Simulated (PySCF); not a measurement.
**C$_{2}$H$_{7}$NSi: property calculation**

- system: C$_{2}$H$_{7}$NSi
- method: B3LYP/def2-SVP, RKS (PySCF 2.14.0)

The geometry comes from this level: PBE0-D4/def2-TZVP.

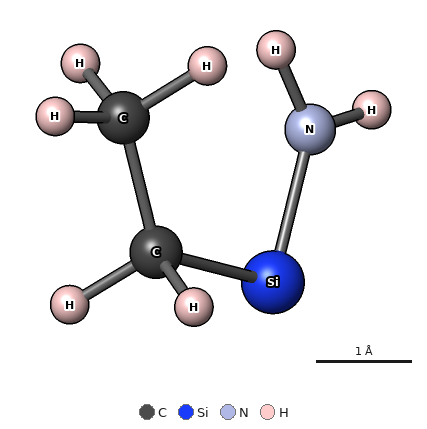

Figure 1. The structure (ball-and-stick view, seen at a tilt). Bond lengths as drawn: C–C 1.52 Å, C–H 1.09 to 1.10 Å, C–Si 1.91 Å, H–N 1.01 Å and N–Si 1.71 Å.

Input file (run.py)
```python
import numpy
from pyscf import gto, scf, dft, lo

mol = gto.M(
    atom=[
    ('C', (-0.445700, 1.127200, 0.097200)),
    ('C', (-0.365000, -0.072000, 1.029000)),
    ('Si', (0.452400, -1.705100, 0.459000)),
    ('N', (0.906600, -1.274300, -1.129900)),
    ('H', (-1.010800, 0.894000, -0.810300)),
    ('H', (-0.939600, 1.981600, 0.568100)),
    ('H', (0.548600, 1.464800, -0.210600)),
    ('H', (-1.368600, -0.362700, 1.372300)),
    ('H', (0.156900, 0.196000, 1.959300)),
    ('H', (1.378700, -1.925000, -1.737200)),
    ('H', (0.751700, -0.381800, -1.576400)),
],
    max_memory=1860,
    basis='def2-svp',
    verbose=3,
    charge=0,
)

calc0 = dft.RKS(mol)
calc0.xc = 'b3lyp'
calc0.conv_tol = 1e-10
calc0.grids.level = 4
calc0.kernel()
if not calc0.converged:
    calc0 = calc0.newton().run(calc0.mo_coeff, calc0.mo_occ)

e_final = calc0.e_tot
print('E(%s) = %.9f' % ('B3LYP', e_final))
dip = calc0.dip_moment()
pop, q = calc0.mulliken_pop()
quad = calc0.quad_moment()
occ = calc0.mo_coeff[:, calc0.mo_occ > 0]
iaos = lo.vec_lowdin(lo.iao.iao(mol, occ), calc0.get_ovlp())
c = iaos.T @ calc0.get_ovlp() @ occ
pop_iao, q_iao = scf.hf.mulliken_pop(lo.iao.reference_mol(mol), (c * calc0.mo_occ[calc0.mo_occ > 0]) @ c.T, numpy.eye(c.shape[0]), verbose=0)
print('IAO charges', numpy.round(q_iao, 4))
```

Machine: 1 thread of Arm Neoverse V1, 24 GiB of memory available, shared host.

Command:
```bash
OMP_NUM_THREADS=1 python run.py
```

What the program printed
```
converged SCF energy = -424.493703956378
E(B3LYP) = -424.493703956
Dipole moment(X, Y, Z, Debye):  0.15917,  1.28071, -1.63145
 ** Mulliken pop  **
pop of  0 C 1s            1.98473
pop of  0 C 2s            0.90229
pop of  0 C 3s            0.10003
pop of  0 C 2px           0.71148
pop of  0 C 2py           0.70554
pop of  0 C 2pz           0.70981
pop of  0 C 3px           0.28068
pop of  0 C 3py           0.27294
pop of  0 C 3pz           0.28707
pop of  0 C 3dxy          0.00605
pop of  0 C 3dyz          0.00676
pop of  0 C 3dz^2         0.00570
pop of  0 C 3dxz          0.00651
pop of  0 C 3dx2-y2       0.00596
pop of  1 C 1s            1.98510
pop of  1 C 2s            0.91191
pop of  1 C 3s            0.22771
pop of  1 C 2px           0.69871
pop of  1 C 2py           0.72513
pop of  1 C 2pz           0.70194
pop of  1 C 3px           0.33439
pop of  1 C 3py           0.32610
pop of  1 C 3pz           0.32899
pop of  1 C 3dxy          0.00413
pop of  1 C 3dyz          0.00518
pop of  1 C 3dz^2         0.00526
pop of  1 C 3dxz          0.00569
pop of  1 C 3dx2-y2       0.00550
pop of  2 Si 1s           1.99941
pop of  2 Si 2s           1.98414
pop of  2 Si 3s           1.20468
pop of  2 Si 4s           0.61612
pop of  2 Si 2px          1.97117
pop of  2 Si 2py          1.97647
pop of  2 Si 2pz          1.97421
pop of  2 Si 3px          0.20956
pop of  2 Si 3py          0.46943
pop of  2 Si 3pz          0.36455
pop of  2 Si 4px          0.19775
pop of  2 Si 4py          0.40151
pop of  2 Si 4pz          0.19718
pop of  2 Si 3dxy         0.02630
pop of  2 Si 3dyz         0.03884
pop of  2 Si 3dz^2        0.06267
pop of  2 Si 3dxz         0.03739
pop of  2 Si 3dx2-y2      0.02049
pop of  3 N 1s            1.98684
pop of  3 N 2s            0.99262
pop of  3 N 3s            0.40718
pop of  3 N 2px           0.86068
pop of  3 N 2py           0.77139
pop of  3 N 2pz           0.83082
pop of  3 N 3px           0.67600
pop of  3 N 3py           0.36784
pop of  3 N 3pz           0.41105
pop of  3 N 3dxy          0.00093
pop of  3 N 3dyz          0.00483
pop of  3 N 3dz^2         0.00085
pop of  3 N 3dxz          0.00140
pop of  3 N 3dx2-y2       0.00124
pop of  4 H 1s            0.75118
pop of  4 H 2s            0.21845
pop of  4 H 2px           0.00773
pop of  4 H 2py           0.00494
pop of  4 H 2pz           0.01073
pop of  5 H 1s            0.74903
pop of  5 H 2s            0.21909
pop of  5 H 2px           0.00695
pop of  5 H 2py           0.01002
pop of  5 H 2pz           0.00633
pop of  6 H 1s            0.75118
pop of  6 H 2s            0.21845
pop of  6 H 2px           0.01226
pop of  6 H 2py           0.00560
pop of  6 H 2pz           0.00555
pop of  7 H 1s            0.74025
pop of  7 H 2s            0.20620
pop of  7 H 2px           0.01249
pop of  7 H 2py           0.00614
pop of  7 H 2pz           0.00593
pop of  8 H 1s            0.74023
pop of  8 H 2s            0.20621
pop of  8 H 2px           0.00779
pop of  8 H 2py           0.00573
pop of  8 H 2pz           0.01103
pop of  9 H 1s            0.71508
pop of  9 H 2s            0.11337
pop of  9 H 2px           0.01426
pop of  9 H 2py           0.01638
pop of  9 H 2pz           0.01438
pop of  10 H 1s           0.71075
pop of  10 H 2s           0.13444
pop of  10 H 2px          0.01171
pop of  10 H 2py          0.02143
pop of  10 H 2pz          0.01188
 ** Mulliken atomic charges  **
charge of    0C =      0.01447
charge of    1C =     -0.26574
charge of    2Si =      0.24811
charge of    3N =     -0.31368
charge of    4H =      0.00697
charge of    5H =      0.00858
charge of    6H =      0.00696
charge of    7H =      0.02900
charge of    8H =      0.02901
charge of    9H =      0.12652
charge of   10H =      0.10980
Traceless quadrupole moment (Debye*A):

IAO charges [-0.3816 -0.5209  0.4746 -0.7107  0.1187  0.1307  0.1187  0.1339  0.1339
  0.2602  0.2425]
```

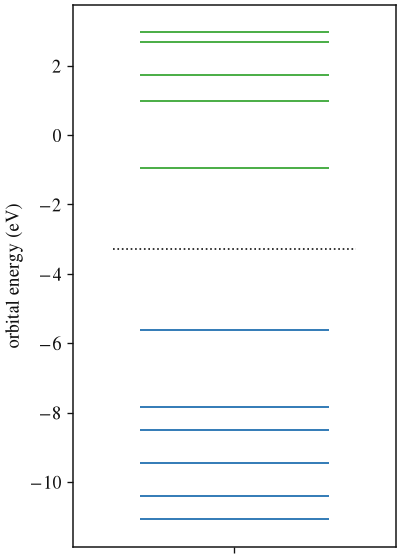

Figure 2. Orbital energies near the frontier; the dotted line parts filled from empty levels, and levels within 0.02 eV of each other stand side by side. Highest filled −5.62 eV, lowest empty −0.95 eV, 4.67 eV apart.

Key numbers

```tsv
quantity	value
outcome	converged
total energy	−424.493704 hartree
basis functions	95
HOMO	−5.62 eV
LUMO	−0.95 eV
dipole moment	2.08 D
wall time	17 s
peak memory	0.48 GiB
```
